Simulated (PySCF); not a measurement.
Iodoethane, SMILES CCI (C2H5I), PBE0/def2-SVP optimised geometry. Atoms within 1.6 Å of the plane z = 0.0 Å (x, y, z in Å): C1 (-0.97, 0.48, 0.00), C2 (0.54, 0.48, 0.00), I3 (1.38, -1.52, 0.00), H4 (-1.38, -0.02, -0.89), H5 (-1.33, 1.52, 0.00), H6 (-1.38, -0.02, 0.89), H7 (0.96, 0.95, -0.89), H8 (0.96, 0.96, 0.89).

Method: PBE0/def2-TZVP, def2 effective core potentials past Kr in PySCF. The core electrons that the potentials of I replace are not part of the density. Cells within 0.4 Å of a nucleus heavier than hydrogen are left out (blank, or x).

Map of the electron localisation function on the plane z = 0.0 Å:

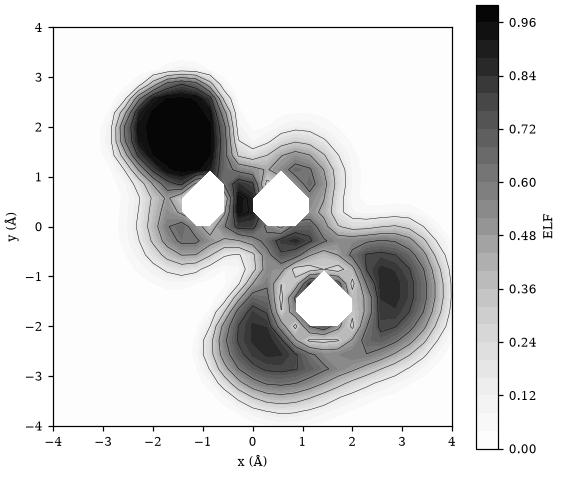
*Electron localisation function on the plane z = 0.0 Å.*
